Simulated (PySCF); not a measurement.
C$_{7}$H$_{10}$FNSi

```csv
atom,x (Å),y (Å),z (Å)
C,4.0192,1.2729,-0.0346
N,2.8978,0.3965,0.0072
C,1.9781,0.5072,-0.8495
C,0.8497,-0.3358,-0.8417
C,-0.1241,-1.0448,-0.8779
C,-1.3013,-1.8704,-0.8869
Si,-2.6406,-1.1471,0.2659
C,-2.6432,0.7144,0.5672
C,-2.0596,-0.0971,1.7333
F,-2.8055,-0.0595,2.8873
H,4.9228,0.6669,-0.1222
H,4.0730,1.8055,0.9168
H,3.9844,2.0011,-0.8592
H,1.9881,1.2644,-1.6538
H,-1.0391,-2.8799,-0.5651
H,-1.6943,-1.9374,-1.9032
H,-3.8750,-1.9041,0.3721
H,-1.9453,1.3699,0.0651
H,-3.5716,1.2167,0.8003
H,-1.0185,0.0713,1.9905
```

Geometry: GFN2-xTB.

All numbers below come from PBE0/pcSseg-1, SCF density, gas phase, non-relativistic (PySCF).

Question: What will maps of the electron density and electron localisation function show?

Answer: C–C (1.21 Å): ρ is about 2.7 e/Å³ halfway; the ELF peaks at about 0.85 between the atoms: a short, multiple covalent bond.
C–N (1.26 Å): the density is about 2.8 e/Å³ at the midpoint; the ELF peaks at about 0.90 between the atoms: a short, multiple covalent bond.
C–H (1.10 Å): ρ is about 1.9 e/Å³ halfway; the ELF climbs to about 1 towards the hydrogen, as it does in any bond to H (an ordinary covalent bond to hydrogen).
C–N (1.42 Å): ρ at the midpoint is about 2 e/Å³; the ELF peaks at about 0.95 between the atoms: a shared electron pair.

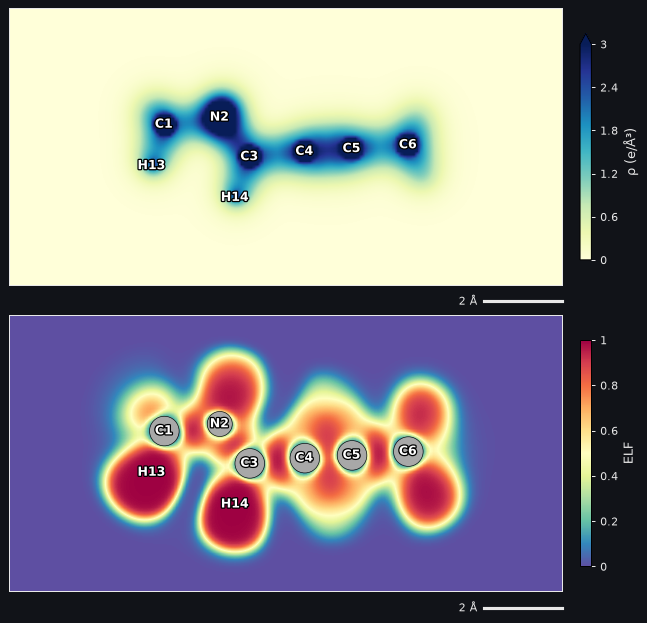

Computed electron density and electron localisation function on the plane of atoms C1, N2 and C3, in this order. Grey discs cover the atomic cores in the ELF map. 
